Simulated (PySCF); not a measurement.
# AlH2F (SMILES [H][Al]([H])[F]) at CCSDT/STO-3G

Aim: the vertical singlet–triplet gap of AlH2F at CCSDT/STO-3G, from 2 runs. 

Program for the calculation: PySCF 2.14.0.

21 further runs of the same task are left out: 3 that didn't finish, 18 set aside as unsound or not needed.

## 1. The structure to begin with

The species is AlH2F (4 atoms), meant as a singlet with charge 0. SMILES: `[H][Al]([H])[F]`. Geometry: a GFN2-xTB relaxation, a rough one for these elements and not checked as a minimum.

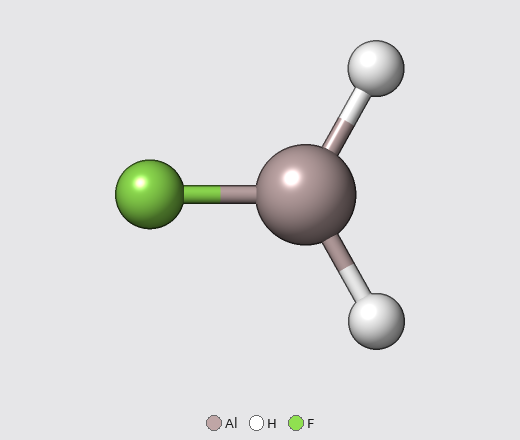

The structure, seen from a chosen angle (aluminium light grey, hydrogen white, fluorine green).

## 2. The energy at CCSDT/STO-3G

geometry.xyz

```xyz
4

Al     0.019600     0.032680     0.000940
H      1.546910    -0.017870     0.014080
H     -0.738990     1.358820    -0.019420
F     -0.827520    -1.373630     0.004400
```

job.py

```python
# AlH2F
from pyscf import gto, scf, cc

mol = gto.Mole()
mol.atom = 'geometry.xyz'
mol.max_memory = 1860
mol.verbose = 3
mol.charge = 0
mol.spin = 0
mol.basis = 'sto-3g'
mol.build()

mf = scf.RHF(mol)
mf.conv_tol = 1e-10
mf.kernel()
if not mf.converged:
    mf = mf.newton().run(mf.mo_coeff, mf.mo_occ)

mycc = cc.CCSDT(mf, frozen=6)
mycc.kernel()
energy = mycc.e_tot
print('E = %.10f Eh' % energy)
```

On the command line:

```bash
OMP_NUM_THREADS=1 python job.py
```

The program printed:

```text
converged SCF energy = -338.234252255394
_make_eris_incore_RCCSDT

WARN: A large `blksize` is being used, which may cause large memory consumption
      for storing contraction intermediates. If memory is sufficient, consider using
      `pyscf.cc.rccsdt_highm.RCCSDT` instead.

WARN: A large `blksize_oovv` is being used, which may cause large memory consumption
      for storing contraction intermediates. If memory is sufficient, consider using
      `pyscf.cc.rccsdt_highm.RCCSDT` instead.

WARN: A large `blksize_oooo` is being used, which may cause large memory consumption
      for storing contraction intermediates. If memory is sufficient, consider using
      `pyscf.cc.rccsdt_highm.RCCSDT` instead.

RCCSDT converged
E(RCCSDT) = -338.3002729468917   E_corr = -0.06602069149763909
E_corr(same-spin) = -0.0072504088646474
E_corr(oppo-spin) = -0.0587702826329917
E = -338.3002729469 Eh
```

Wall time 0.76 s (1 thread of Intel Xeon Platinum 8488C (Sapphire Rapids), shared host); peak memory 0.1 GiB.

## 3. The triplet at the same level

input.py

```python
from pyscf import gto, cc

mol = gto.M(
    atom='''
Al     0.037039     0.061756     0.001776
H      2.923236    -0.033769     0.026607
H     -1.396489     2.567798    -0.036698
F     -1.563786    -2.595784     0.008315
''',
    unit='bohr',
    verbose=3,
    basis='sto-3g',
    max_memory=1860,
    spin=2,
)

calc0 = mol.UHF()
calc0.conv_tol = 1e-10
calc0.kernel()
if not calc0.converged:
    calc0 = calc0.newton().run(calc0.mo_coeff, calc0.mo_occ)

mycc = cc.CCSDT(calc0, frozen=6)
mycc.kernel()
e_tot = mycc.e_tot
print('E(%s) = %.9f' % ('CCSDT', e_tot))
```

On the command line:

```bash
OMP_NUM_THREADS=1 python input.py
```

The program printed:

```text
WARN: HOMO 0.206206693926098 >= LUMO -0.337367059404605

WARN: HOMO 0.0183241562184303 >= LUMO -0.0299807980086765

WARN: HOMO 0.00782303695619357 >= LUMO -0.00924665451651141

SCF not converged.
SCF energy = -337.901553446978 after 50 cycles  <S^2> = 2.0375417  2S+1 = 3.0249242
converged SCF energy = -337.946115978497  <S^2> = 2.0169766  2S+1 = 3.0112965
_make_eris_incore_UCCSDT

WARN: A large `blksize_v_aaa` is being used, which may cause large memory consumption
      for storing contraction intermediates. If memory is sufficient, consider using
      `pyscf.cc.uccsdt_highm.UCCSDT` instead.

WARN: A large `blksize_v_aab` is being used, which may cause large memory consumption
      for storing contraction intermediates. If memory is sufficient, consider using
      `pyscf.cc.uccsdt_highm.UCCSDT` instead.

UCCSDT converged
E(UCCSDT) = -338.0049663788468   E_corr = -0.05885040034982079
E_corr(same-spin) = -0.0054252199735925
E_corr(oppo-spin) = -0.0534251803762283
E(CCSDT) = -338.004966379
```

It took 1.4 s on 1 thread of Intel Xeon Platinum 8488C (Sapphire Rapids), shared host; peak memory 0.12 GiB.

## 4. Summary of results

Level: CCSDT/STO-3G, 6 core orbitals frozen.

| quantity | value |
| --- | --- |
| singlet: total energy | -338.30027 Eh |
| singlet: dipole moment (Hartree–Fock density) | 0.72 D |
| singlet: HOMO energy (Hartree–Fock orbitals) | -8.93 eV |
| singlet: LUMO energy (Hartree–Fock orbitals) | 9.27 eV |
| singlet: HOMO–LUMO gap (Hartree–Fock orbitals) | 18.20 eV |
| singlet: correlation energy (6 core orbitals frozen) | -66.0 mEh |
| singlet: T1 diagnostic | 0.017 |
| triplet: total energy | -338.00497 Eh |
| triplet: dipole moment (Hartree–Fock density) | 4.11 D |
| triplet: HOMO energy (Hartree–Fock orbitals) (highest over α and β) | 0.07 eV |
| triplet: LUMO energy (Hartree–Fock orbitals) (lowest over α and β) | 2.93 eV |
| triplet: correlation energy (6 core orbitals frozen) | -58.9 mEh |
| triplet: ⟨S²⟩ of the reference determinant | 2.017 |
| triplet: T1 diagnostic | 0.074 |
| vertical energy of the triplet above the singlet | 8.036 eV |

**Reading.** At this shape the triplet lies 8.04 eV (185 kcal/mol) above the singlet. In a minimal basis such a difference can be off by several eV, whatever the method. Mulliken charges (singlet) of the mean-field density run from -0.38 on F4 to +0.95 on Al1. The T1 diagnostic (triplet) of 0.074 is above the customary mark for such species, so a single reference may not serve.
